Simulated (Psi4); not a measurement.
**SiNH3 (SMILES [N][SiH3]): a chain of runs, part 1 of 2**

Wanted: a structure relaxation (UPBE0/6-311G**), then vibrational wavenumbers, then the energy (UCCSD(T)/cc-pVDZ), then the excited states (TD-PBE0/6-311G**) of SiNH3. 

The results are computed with Psi4 1.11.

## Step 1: The system as given

The species is SiNH3 (5 atoms), meant as a triplet with charge 0. SMILES: `[N][SiH3]`. The coordinates come from a GFN2-xTB relaxation. The run starts from this shape.

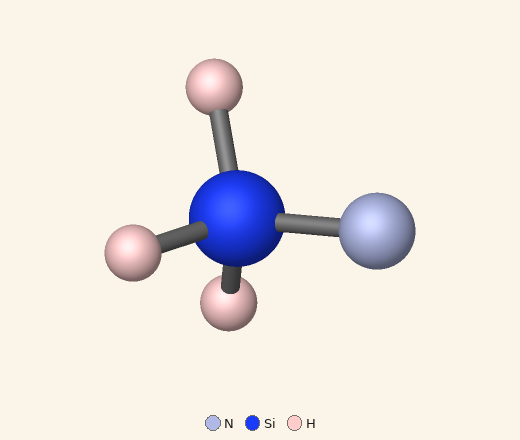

The structure, seen from a chosen angle (nitrogen light blue, silicon blue, hydrogen pink).

## Step 2: A structure relaxation at UPBE0/6-311G(d,p) (density fitting) (run 1)

The input, input.in:

```
memory 1.6 GB

molecule mol {
  0 3
  N     -1.536630     0.334330     0.479510
  Si     0.010240    -0.002340    -0.003820
  H      0.064950    -0.313200    -1.445390
  H      0.555100    -1.162980     0.727210
  H      0.906340     1.144190     0.242490
  units angstrom
  symmetry c1
}

set globals {
  basis        6-311G**
  reference    uks
  geom_maxiter 60
}

energy_value, wavefunction = optimize("pbe0", return_wfn=True)
```

Launch:

```bash
psi4 -n 1 input.in input.out
```

input.out:

```text
Psi4 1.11 release

gradient() will perform analytic gradient computation.

   => Loading Basis Set <=

    Name: 6-311G**
    Role: ORBITAL
    Keyword: BASIS

         ---------------------------------------------------------
                                   SCF
                              UKS Reference
                        1 Threads,   1525 MiB Core
         ---------------------------------------------------------

  ==> Geometry <==

    Molecular point group: c1
    Full point group: C1

    Geometry (in Angstrom), charge = 0, multiplicity = 3:

       Center              X                  Y                   Z               Mass
    ------------   -----------------  -----------------  -----------------  -----------------
         N           -1.099047667734     0.239190817284     0.343335409475    14.003074004430
         SI           0.447822332266    -0.097479182716    -0.139994590525    27.976926534650
         H            0.502532332266    -0.408339182716    -1.581564590525     1.007825032230
         H            0.992682332266    -1.258119182716     0.591035409475     1.007825032230
         H            1.343922332266     1.049050817284     0.106315409475     1.007825032230

  Running in c1 symmetry.

  Rotational constants: A =      2.94403  B =      0.53091  C =      0.53090 [cm^-1]
  Rotational constants: A =  88259.65095  B =  15916.37512  C =  15915.86574 [MHz]
  Nuclear repulsion =   51.355040844779239

  Charge       = 0
  Multiplicity = 3
  Electrons    = 24
  Nalpha       = 13
  Nbeta        = 11

  ==> Algorithm <==

  SCF Algorithm Type is DF.
  DIIS enabled.
  MOM disabled.
  Fractional occupation disabled.
  Guess Type is SAD.
  Energy threshold   = 1.00e-08
  Density threshold  = 1.00e-08
  Integral threshold = 1.00e-12

  ==> Primary Basis <==

  Basis Set: 6-311G**
    Blend: 6-311G**
    Number of shells: 32
    Number of basis functions: 62
    Number of Cartesian functions: 64
    Spherical Harmonics?: true
    Max angular momentum: 2

  ==> DFT Potential <==

   => LibXC <=

    Version 7.1.2

   => Composite Functional: PBE0 <=

    PBE0 Hyb-GGA Exchange-Correlation Functional

    Deriv               =              1
    GGA                 =           TRUE
    Meta                =          FALSE

    Exchange Hybrid     =           TRUE
    MP2 Hybrid          =          FALSE

   => Exchange Functionals <=

    0.7500   Perdew, Burke & Ernzerhof

   => Exact (HF) Exchange <=

    0.2500               HF

   => Correlation Functionals <=

    1.0000   Perdew, Burke & Ernzerhof

   => LibXC Density Thresholds  <==

    XC_HYB_GGA_XC_PBEH:  1.00E-15

   => Molecular Quadrature <=

    Radial Scheme          =       TREUTLER
    Pruning Scheme         =           NONE
    Nuclear Scheme         =       TREUTLER

    Blocking Scheme        =         OCTREE
    BS radius alpha        =              1
    Pruning alpha          =              1
    Radial Points          =             75
    Spherical Points       =            302
    Total Points           =         109303
    Total Blocks           =            888
    Max Points             =            256
    Max Functions          =             62
    Weights Tolerance      =       1.00E-15

   => Loading Basis Set <=

    Name: (6-311G** AUX)
    Role: JKFIT
    Keyword: DF_BASIS_SCF

  ==> Integral Setup <==

  DFHelper Memory: AOs need 0.010 GiB; user supplied 0.955 GiB.
  SCF_SUBTYPE=INCORE selected. In-core MEM_DF algorithm will be used.
  Using in-core AOs.

  ==> MemDFJK: Density-Fitted J/K Matrices <==

    J tasked:                   Yes
    K tasked:                   Yes
    wK tasked:                   No
    Memory [MiB]:               977
    Algorithm:                 Core
    Schwarz Cutoff:           1E-12
    Mask sparsity (%):       0.0000
    Fitting Condition:        1E-10

   => Auxiliary Basis Set <=

  Basis Set: (6-311G** AUX)
    Blend: CC-PVTZ-JKFIT
    Number of shells: 92
    Number of basis functions: 290
    Number of Cartesian functions: 346
    Spherical Harmonics?: true
    Max angular momentum: 4

  Cached 100.0% of DFT collocation blocks in 0.163 [GiB].

  Minimum eigenvalue in the overlap matrix is 8.9432242817E-03.
  Reciprocal condition number of the overlap matrix is 1.8598967371E-03.
    Using symmetric orthogonalization.

  ==> Pre-Iterations <==

  SCF Guess: Superposition of Atomic Densities via on-the-fly atomic UHF (no occupation information).

   -------------------------
    Irrep   Nso     Nmo
   -------------------------
     A         62      62
   -------------------------
    Total      62      62
   -------------------------

  ==> Iterations <==

                           Total Energy        Delta E     RMS |[F,P]|

[... 1 line left out ...]
   @DF-UKS iter   1:  -345.62920218831897   -4.41548e-01   7.68043e-03 ADIIS/DIIS
[... 4 lines left out ...]
   @DF-UKS iter   6:  -345.74408721767043   -2.24120e-05   1.41726e-05 DIIS
[... 4 lines left out ...]
   @DF-UKS iter  11:  -345.74408837750633   -9.60654e-12   9.55865e-09 DIIS
[... 12 lines left out ...]
   @S   Expected:                1.000000000E+00
[... 49 lines left out ...]
    One-Electron Energy =                -579.1263099151581173
[... 4 lines left out ...]
    Total Energy =                       -345.7440883775063867
[... 147 lines left out ...]
	                                 ==> Convergence Check <==
[... 146 lines left out ...]
                           Total Energy        Delta E     RMS |[F,P]|
[... 5 lines left out ...]
   @DF-UKS iter   4:  -345.75218241964700   -4.08435e-06   1.43033e-05 DIIS
[... 4 lines left out ...]
   @DF-UKS iter   9:  -345.75218361589168   -5.47971e-11   2.84371e-08 DIIS
[... 12 lines left out ...]
   @S^2 Expected:                2.000000000E+00
[... 11 lines left out ...]
  @DF-UKS Final Energy:  -345.75218361590487
[... 7 lines left out ...]
    Empirical Dispersion Energy =           0.0000000000000000
[... 27 lines left out ...]
 Dipole Z            :          0.6701001           -0.8538798           -0.1837797
[... 99 lines left out ...]
	  Convergence Criteria     1.00e-06 *    3.00e-04 *             o    1.20e-03 *             o
[... 93 lines left out ...]
   @DF-UKS iter   2:  -345.75321004939042   -3.03749e-05   7.81862e-05 DIIS
[... 4 lines left out ...]
   @DF-UKS iter   7:  -345.75322420623786   -2.79522e-09   1.19848e-07 DIIS
[... 12 lines left out ...]
   @Spin Contamination Metric:   6.819027547E-03
[... 5 lines left out ...]
    Final Occupation by Irrep:
[... 13 lines left out ...]
    DFT Exchange-Correlation Energy =     -21.6824336381458060
[... 27 lines left out ...]
 Dipole Y            :          0.4611363           -0.5938785           -0.1327422
[... 98 lines left out ...]
	   Step    Total Energy     Delta E     Max Force     RMS Force      Max Disp      RMS Disp
[... 94 lines left out ...]
   @DF-UKS iter   1:  -345.75337606948921   -2.22629e-03   4.72043e-05 DIIS
[... 4 lines left out ...]
   @DF-UKS iter   6:  -345.75338211565224   -3.48865e-09   1.98128e-07 DIIS
[... 12 lines left out ...]
   @Spin Contamination Metric:   6.794962458E-03
[... 5 lines left out ...]
    Final Occupation by Irrep:
[... 13 lines left out ...]
    DFT Exchange-Correlation Energy =     -21.6803949709869563
[... 27 lines left out ...]
 Dipole Y            :          0.4534870           -0.5896800           -0.1361930
[... 98 lines left out ...]
	   Step    Total Energy     Delta E     Max Force     RMS Force      Max Disp      RMS Disp
[... 94 lines left out ...]
   @DF-UKS iter   1:  -345.75342346300550   -5.71691e-04   2.19697e-05 DIIS
[... 4 lines left out ...]
   @DF-UKS iter   6:  -345.75342478538056   -4.84420e-10   7.97776e-08 DIIS
[... 12 lines left out ...]
   @Spin Contamination Metric:   6.780971209E-03
[... 5 lines left out ...]
    Final Occupation by Irrep:
[... 13 lines left out ...]
    DFT Exchange-Correlation Energy =     -21.6798706647886377
[... 27 lines left out ...]
 Dipole Y            :          0.4469977           -0.5856170           -0.1386192
[... 98 lines left out ...]
	   Step    Total Energy     Delta E     Max Force     RMS Force      Max Disp      RMS Disp
[... 94 lines left out ...]
   @DF-UKS iter   1:  -345.75343595907759   -5.42426e-05   1.23767e-05 DIIS
[... 4 lines left out ...]
   @DF-UKS iter   6:  -345.75343636066299   -7.04290e-11   3.44222e-08 DIIS
[... 12 lines left out ...]
   @S^2 Expected:                2.000000000E+00
[... 11 lines left out ...]
  @DF-UKS Final Energy:  -345.75343636068135
[... 7 lines left out ...]
    Empirical Dispersion Energy =           0.0000000000000000
[... 27 lines left out ...]
 Dipole Z            :          0.6332869           -0.8339850           -0.2006981
[... 99 lines left out ...]
	  Convergence Criteria     1.00e-06 *    3.00e-04 *             o    1.20e-03 *             o
[... 93 lines left out ...]
   @DF-UKS iter   2:  -345.75343716211586    8.63992e-09   4.86081e-06 DIIS
[... 4 lines left out ...]
  Energy and wave function converged.
[... 12 lines left out ...]
   @S   Observed:                1.000000000E+00
[... 36 lines left out ...]
    Final Occupation by Irrep:
              A
    DOCC [    11 ]
    SOCC [     2 ]
    NA   [    13 ]
    NB   [    11 ]

  @DF-UKS Final Energy:  -345.75343721145481

   => Energetics <=

    Nuclear Repulsion Energy =             48.5696896074894937
    One-Electron Energy =                -573.5946358721614615
    Two-Electron Energy =                 200.9513374720648926
    DFT Exchange-Correlation Energy =     -21.6798284188477943
    Empirical Dispersion Energy =           0.0000000000000000
    VV10 Nonlocal Energy =                  0.0000000000000000
    Total Energy =                       -345.7534372114548660

  UHF NO Occupations:
  HONO-2 :   11  A 1.9980179
  HONO-1 :   12  A 1.0000000
  HONO-0 :   13  A 1.0000000
  LUNO+0 :   14  A 0.0019821
  LUNO+1 :   15  A 0.0005336
  LUNO+2 :   16  A 0.0004136
  LUNO+3 :   17  A 0.0004136

Computation Completed

Properties will be evaluated at   0.000000,   0.000000,   0.000000 [a0]

Properties computed using the SCF density matrix

 Multipole Moments:

 ------------------------------------------------------------------------------------
     Multipole            Electronic (a.u.)      Nuclear  (a.u.)        Total (a.u.)
 ------------------------------------------------------------------------------------

 L = 1.  Multiply by 2.5417464519 to convert [e a0] to [Debye]
 Dipole X            :         -2.0268585            2.6736757            0.6468172
 Dipole Y            :          0.4409234           -0.5816287           -0.1407053
 Dipole Z            :          0.6312190           -0.8326172           -0.2013981
 Magnitude           :                                                    0.6919044

 ------------------------------------------------------------------------------------

	total time  =          3 seconds =       0.05 minutes

         ------------------------------------------------------------
                                   SCF GRAD
         ------------------------------------------------------------

  ==> Geometry <==

    Molecular point group: c1
    Full point group: C1

    Geometry (in Angstrom), charge = 0, multiplicity = 3:

       Center              X                  Y                   Z               Mass
    ------------   -----------------  -----------------  -----------------  -----------------
         N           -1.187768666517     0.258383540671     0.369870871654    14.003074004430
         SI           0.492310300226    -0.107095455171    -0.153303952741    27.976926534650
         H            0.490476344398    -0.412938200665    -1.611240970242     1.007825032230
         H            0.993549541350    -1.282876828595     0.611820766288     1.007825032230
         H            1.352858835585     1.078681955405     0.115977407769     1.007825032230

  Nuclear repulsion =   48.569689607489494

   => Molecular Quadrature <=

    Radial Scheme          =       TREUTLER
    Pruning Scheme         =           NONE
    Nuclear Scheme         =       TREUTLER

    Blocking Scheme        =         OCTREE
    BS radius alpha        =              1
    Pruning alpha          =              1
    Radial Points          =             75
    Spherical Points       =            302
    Total Points           =         109370
    Total Blocks           =            892
    Max Points             =            256
    Max Functions          =             62
    Weights Tolerance      =       1.00E-15

  -Total Gradient:
     Atom            X                  Y                   Z
    ------   -----------------  -----------------  -----------------
       1       -0.000039882913     0.000008300892     0.000011351507
       2       -0.000021216741     0.000004225894     0.000008429829
       3        0.000027048434    -0.000005972946    -0.000003991251
       4        0.000026027510    -0.000002774601    -0.000012038566
       5        0.000024828120    -0.000009716075    -0.000008543718

	total time  =          1 seconds =       0.02 minutes

    			-----------------------------------------

    			 OPTKING 3.0: for geometry optimizations

    			        with contributions from

    			-----------------------------------------

	                            ===> Fragment 1 <==

	 Z (Atomic Numbers)          Masses                          Geom
	       7.000000            14.003074         -2.24455748  0.48827413  0.69895465
	      14.000000            27.976927          0.93033164 -0.20238108 -0.28970248
	       1.000000             1.007825          0.92686596 -0.78034011 -3.04480416
	       1.000000             1.007825          1.87753653 -2.42428586  1.15617369
	       1.000000             1.007825          2.55653269  2.03841347  0.21916554

	 - Coordinate -           - BOHR/RAD -       - ANG/DEG -
	 R(1,2)           =         3.396229           1.797207
	 R(2,3)           =         2.815073           1.489672
	 R(2,4)           =         2.815069           1.489671
[... 18 lines of this table left out ...]
	 O(5,2,3,4)       =        -0.934567         -53.546745

	        --- Internal Coordinate Step in ANG or DEG, aJ/ANG or AJ/DEG ---
	-------------------------------------------------------------------------------
	           Coordinate      Previous         Force          Change          New
	           ----------      --------        ------          ------        ------
	               R(1,2)       1.79721       -0.00038       -0.00007       1.79714
	               R(2,3)       1.48967       -0.00003       -0.00001       1.48966
	               R(2,4)       1.48967       -0.00003       -0.00001       1.48966
[... 18 lines of this table left out ...]
	           O(5,2,3,4)     -53.54674        0.00000        0.03708     -53.50967
	-------------------------------------------------------------------------------

	                                 ==> Convergence Check <==

	Measures of convergence in internal coordinates in au.

	Criteria marked as inactive (o), active & met (*), and active & unmet ( ).

	----------------------------------------------------------------------------------------------
	   Step    Total Energy     Delta E     Max Force     RMS Force      Max Disp      RMS Disp
	----------------------------------------------------------------------------------------------
	  Convergence Criteria     1.00e-06 *    3.00e-04 *             o    1.20e-03 *             o
	----------------------------------------------------------------------------------------------
	     7    -345.75343721   -8.51e-07 *    4.59e-05 *    1.25e-05 o    6.54e-04 *    3.19e-04 o  ~
	----------------------------------------------------------------------------------------------

Next Geometry in Ang
	Fragment 1 (Ang)

	    N  -1.1875093615   0.2583235979   0.3697935333
	   Si   0.4925031503  -0.1071375317  -0.1533646570
	    H   0.4902927615  -0.4129166135  -1.6113012215
	    H   0.9933983986  -1.2829310965   0.6119449965
	    H   1.3527414061   1.0788166554   0.1160514714

    Final optimized geometry and variables:
    Molecular point group: c1
    Full point group: C1

    Geometry (in Angstrom), charge = 0, multiplicity = 3:

    N           -1.187768666517     0.258383540671     0.369870871654
    SI           0.492310300226    -0.107095455171    -0.153303952741
    H            0.490476344398    -0.412938200665    -1.611240970242
    H            0.993549541350    -1.282876828595     0.611820766288
    H            1.352858835585     1.078681955405     0.115977407769

    Psi4 run time: 0:00:40.83

[set-up sections that repeat, and orbital energies of the middle runs, are left out above]
```

Standard output:

```text
Optimizer: Optimization complete!
```

Run time: 43 s. Hardware: 1 thread of Intel Xeon Platinum 8259CL at 2.50GHz (Skylake/Cascade Lake), shared host; peak memory 0.41 GiB.

Steps, from the record of the run:

```csv
step,energy from the first frame kept (eV),largest force (eV/Å)
0,0.0000,3.7873
1,-0.2203,1.4152
2,-0.2486,0.5037
3,-0.2529,0.1996
4,-0.2541,0.0742
5,-0.2544,0.0185
6,-0.2544,0.0022
```

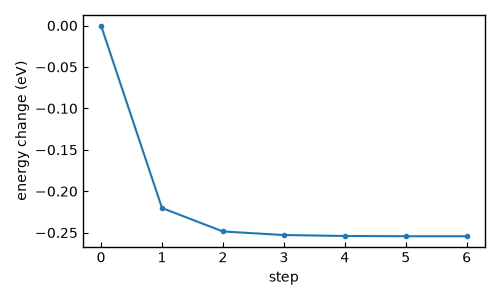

Energy along the run.

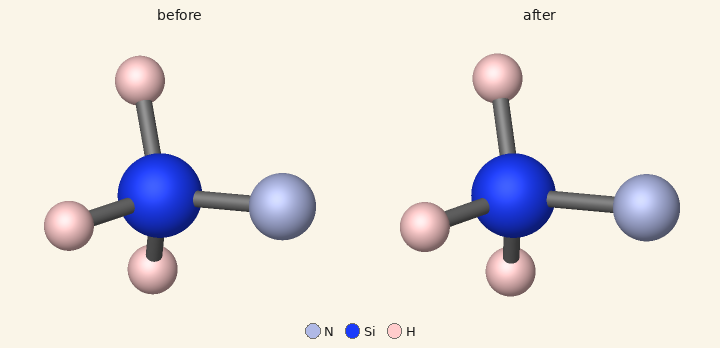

Before and after, at one scale.

After the run. Bond lengths: N1–Si2 1.797 Å, Si2–H3 1.490 Å, Si2–H4 1.490 Å, Si2–H5 1.490 Å. Angles: N1–Si2–H3 109.0°, N1–Si2–H4 109.0°, N1–Si2–H5 109.0°, H3–Si2–H4 109.9°, H3–Si2–H5 109.9°, H4–Si2–H5 109.9°.

## Step 3: Vibrational wavenumbers at UPBE0/6-311G(d,p) (density fitting) (run 2)

The input, h3nsi.inp:

```
memory 1600 MB

molecule mol {
  0 3
  N     -1.625351     0.353523     0.506045
  Si     0.054728    -0.011956    -0.017129
  H      0.052894    -0.317799    -1.475066
  H      0.555967    -1.187738     0.747995
  H      0.915277     1.173821     0.252152
  units angstrom
  symmetry c1
}

set basis 6-311G**
set reference uks
set t 298.15
set rotational_symmetry_number 3

frequencies('pbe0')
```

Launch:

```bash
psi4 -n 1 h3nsi.inp h3nsi.out
```

h3nsi.out, cut to the lines that bear on the results:

```text
[...]
  Running in c1 symmetry.
[...]
  Nuclear repulsion =   48.569693173148195
[...]
  Multiplicity = 3
[...]
  Nalpha       = 13
  Nbeta        = 11
[...]
    Number of basis functions: 62
[...]
   @DF-UKS iter   1:  -345.68880532860629   -6.19100e-01   6.08998e-03 ADIIS/DIIS
[...]
   @DF-UKS iter  11:  -345.75343698144434   -5.57066e-12   9.66437e-09 DIIS
[...]
   @S^2 Observed:                2.006768903E+00
[...]
  @DF-UKS Final Energy:  -345.75343698144434
   => Energetics <=
    Nuclear Repulsion Energy =             48.5673386726381011
    One-Electron Energy =                -573.5897711712655109
    Two-Electron Energy =                 200.9487093561768063
    DFT Exchange-Correlation Energy =     -21.6797138389937167
    Empirical Dispersion Energy =           0.0000000000000000
    VV10 Nonlocal Energy =                  0.0000000000000000
    Total Energy =                       -345.7534369814443380
[...]
  ==> Harmonic Vibrational Analysis <==
[...]
  Freq [cm^-1]                 554.0864            554.7052            725.1232
[...]
  Freq [cm^-1]                 923.1220            924.0565            924.1904
[...]
  Freq [cm^-1]                2224.0009           2232.5589           2232.5887
[...]
```

Standard output:

```text
Warning: used thermodynamics relations inappropriate for low-frequency modes: ['554.0864' '554.7052']
```

Wall time 2.8 min (1 thread of Intel Xeon Platinum 8259CL at 2.50GHz (Skylake/Cascade Lake), shared host); peak memory 0.4 GiB.

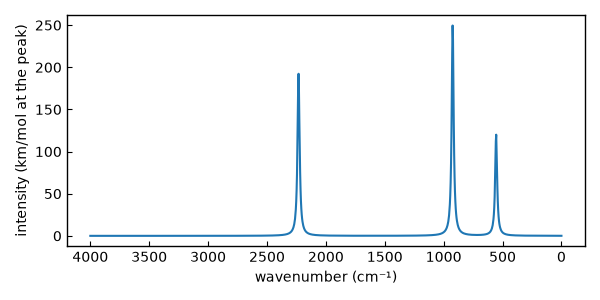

Harmonic infrared spectrum, unscaled, lines broadened by 10 cm⁻¹.

## Step 4: A single-point energy at UCCSD(T)/cc-pVDZ (run 3)

The input, h3nsi.py:

```python
import psi4

psi4.set_memory('1600 MB')
psi4.set_num_threads(1)
psi4.core.set_output_file('output.dat', False)

mol = psi4.geometry("""
0 3
N
Si 1 1.797207
H 2 1.489672 1 108.99605
H 2 1.489671 3 109.94047 1 119.41552
H 2 1.489672 4 109.94113 3 -121.16912
""")

psi4.set_options({
    'basis': 'cc-pVDZ',
    'reference': 'uhf',
    'scf_type': 'pk',
    'freeze_core': True,
})

E = psi4.energy("ccsd(t)", molecule=mol)
print(f'ccsd(t) energy: {E:.10f} Eh')
```

Launch:

```bash
python h3nsi.py
```

output.dat, cut to the lines that bear on the results:

```text
[...]
  Running in c1 symmetry.
[...]
  Nuclear repulsion =   48.569686749234172
[...]
  Multiplicity = 3
[...]
  Nalpha       = 13
  Nbeta        = 11
[...]
    Number of basis functions: 47
[...]
   @UHF iter   1:  -344.95258499486368   -1.01338e+00   5.73844e-03 ADIIS/DIIS
[...]
   @UHF iter  13:  -345.06500057369988   -1.93268e-12   7.16884e-09 DIIS
[...]
   @S^2 Observed:                2.014603276E+00
[...]
  @UHF Final Energy:  -345.06500057369988
   => Energetics <=
    Nuclear Repulsion Energy =             48.5696867492341724
    One-Electron Energy =                -573.1400428401177578
    Two-Electron Energy =                 179.5053555171837161
    Total Energy =                       -345.0650005736998764
  UHF NO Occupations:
  HONO-2 :   11  A 1.9949943
  HONO-1 :   12  A 1.0000000
[...]
      * MP2 total energy                      = -345.263419658224052
[...]
      * CCSD total energy                     = -345.305127525832745
[...]
      * CCSD(T) total energy                     = -345.309927549194072
```

Standard output:

```text
ccsd(t) energy: -345.3099275492 Eh
```

Wall time 11 s (1 thread of Intel Xeon Platinum 8259CL at 2.50GHz (Skylake/Cascade Lake), shared host); peak memory 0.29 GiB.

(Continued in part 2 of 2.)
